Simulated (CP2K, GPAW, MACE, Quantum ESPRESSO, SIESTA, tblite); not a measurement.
# Predicting plane-wave site energies from CP2K double zeta, PBE: a vacancy of Ge in amorphous Ge at 5.40 g/cm^3 (72 atoms)

Density of this cell: 5.40 g/cm³. The cell holds 72 atoms: 72 Ge. Cell: a = 11.713 Å, b = 11.713 Å, c = 11.713 Å, α = 90.0°, β = 90.0°, γ = 90.0°. 72 atoms (72 Ge) placed at random at 5.4 g/cm³, melted at 3500 K for 10 ps at fixed volume with the Tersoff potential (Tersoff, Phys. Rev. B 39, 5566 (1989)). Quenched from 3500 K to 300 K at 20 K/ps and fixed volume, annealed at 800 K for 20 ps, held 5 ps, then minimised at fixed cell. Then the atoms were relaxed with MACE MPA-0 medium in the fixed cell.

Calculated with Quantum ESPRESSO 7.5: PBE; plane waves, SSSP efficiency, 45/360 Ry; k-points Γ. The cheaper level is PBE; DZVP-MOLOPT-SR, GTH-PBE potentials, 350 Ry; k-points Γ. Each row is one cell with a vacancy of Ge, relaxed with MACE MPA-0 medium; both levels solve the same cells, and energies are counted from site Ge59 at each level.

| energy from CP2K double zeta, PBE (eV) | energy from plane waves (eV) | site |
| --- | --- | --- |
| 0.000 | 0 | Ge59 |
| 0.481 | 0.4450 | Ge33 |
| 0.518 | ? | ? |
| 1.106 | 1.114 | Ge56 |
| 1.388 | 1.385 | Ge23 |

**Question.** Fit a straight line to the rows given and interpolate to the withheld row.

Worked fit:

Take u as the energy from CP2K double zeta, PBE and v as that from plane waves.

```
  u (eV)    v (eV)
       0         0
0.481124  0.444984
 1.10604   1.11389
 1.38804   1.38478
```

With n = 4: mean u = 0.743799, mean v = 0.735914, Σ(u − ū)² = 1.1685, Σ(u − ū)(v − v̄) = 1.1787. Slope b = 1.1787 / 1.1685 = 1.0088; intercept a = v̄ − b ū = -0.014404.

At the withheld site u = 0.5179, and v = a + b u.

Prediction at 0.518: 0.5080 eV. The run gave 0.5014 eV, so the fit is high by 0.0066 eV (1.3 % of the value).

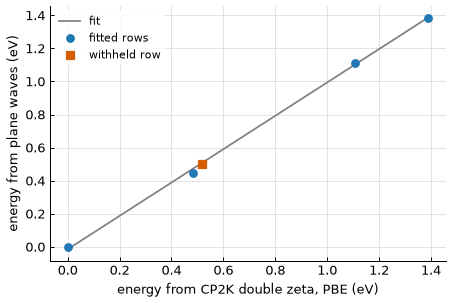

The fit, the rows that it rests on and the withheld row.

The slope of 1.0 says that CP2K double zeta, PBE spreads the sites about as widely as plane waves do. Taken as it stands, without the line, its value misses the withheld site by 0.016 eV. Among the rows given, the largest miss of the fit is at 0.481, by 0.026 eV (1.9 % of the range of the table).

Limits: Few sites, one cell. The geometries are those of MACE MPA-0 medium, not of DFT.

[Logs are printed without paths, hosts, clocks, repeated set-up lines and the standing remarks that a program may print on its own settings, such as how far it seeks lower states.]

[Hosts, paths, dates, database ids (printed as entryN), source tags and the programs' standing remarks are cut or masked in the printed files.]
